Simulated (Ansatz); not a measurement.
GaN (zinc blende)

```
GaN
1.0
    0.00000     2.27425     2.27425
    2.27425     0.00000     2.27425
    2.27425     2.27425     0.00000
N Ga
1 1
Direct
  0.75000   0.75000   0.75000
  0.00000   0.00000   0.00000
```

E(V) scan at fixed shape, V₀ the volume above. Symmetry pins the atoms to their sites.

These are PBE (plane waves to 420 eV, PAW, scalar-relativistic; Ansatz, a quantum-chemistry and plane-wave program) values and carry that method's errors. k mesh 12×12×12 (Γ-centred), Fermi-Dirac smearing 0.05 eV. Energies are smeared free energies. GaN was relaxed with its symmetry unable to fall. ΔE is measured from the relaxed starting cell.

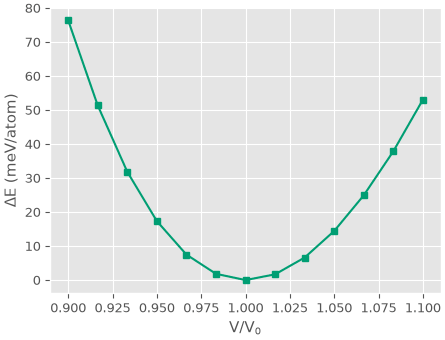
Fig. 1. ΔE (meV/atom) against V/V₀; one marker a computed point.

**Question.** What is ΔE at V/V₀ = 0.900?

**Answer.** About 76 meV/atom.

**Question.** What is ΔE at V/V₀ = 1.100?

**Answer.** About 53 meV/atom.

**Question.** What bulk modulus B₀ follows from a third-order Birch-Murnaghan fit?

**Answer.** About 170 GPa.

(Under strain, the slope of the energy per volume gives the stress and its curvature an elastic modulus.)
